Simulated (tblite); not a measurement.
# C6H9ClSi: the cost of one run

Programs: tblite 0.8.0 and PySCF 2.14.0, with density-fitted response routines of our own. Each step states its level of theory. These are calculated values for one molecule in the gas phase, unless marked as measured. Atoms count from 0, in the outputs and in this text.

### Step 1. The starting structure

17 atoms, charge 0, multiplicity 1; geometry from: force field or distance geometry start.

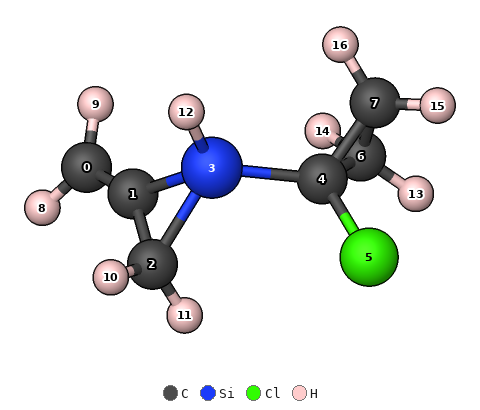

The starting geometry (carbon dark grey, silicon blue, chlorine green, hydrogen pink), atoms numbered; sticks join atoms by distance.

### Step 2. Optimising the geometry with GFN2-xTB

Job settings and geometry (Å):

```
{"job": {"kind": "relax", "xc": "GFN2-xTB", "basis": "xTB"}, "charge": 0, "multiplicity": 1}
C      2.763900     0.349100     0.894700
C      1.837000     0.334700    -0.105700
C      1.541400    -0.091200    -1.509100
Si     0.154800     0.800600    -0.610900
C     -1.314700    -0.274100    -0.307300
Cl    -2.021200    -0.909000    -1.838200
C     -1.552100    -1.006600     0.953000
C     -2.397500     0.216000     0.633800
H      3.742500    -0.090200     0.745900
H      2.484300     0.815300     1.849400
H      1.928400     0.527200    -2.345400
H      1.443200    -1.183200    -1.641800
H     -0.056100     2.226800    -0.840800
H     -2.116800    -1.975200     0.838700
H     -0.819600    -0.935600     1.785600
H     -3.462900     0.026900     0.355200
H     -2.161400     1.180500     1.133200
```

Run with:

```console
> OMP_NUM_THREADS=1 python probes_run.py task.json out
```

This one command runs all jobs of the session in turn.

**Question.** How long does this first job take on 1 thread of Arm Neoverse N1, shared host, and how much memory does it need?

About 2 s, with a peak of 0.18 GiB.
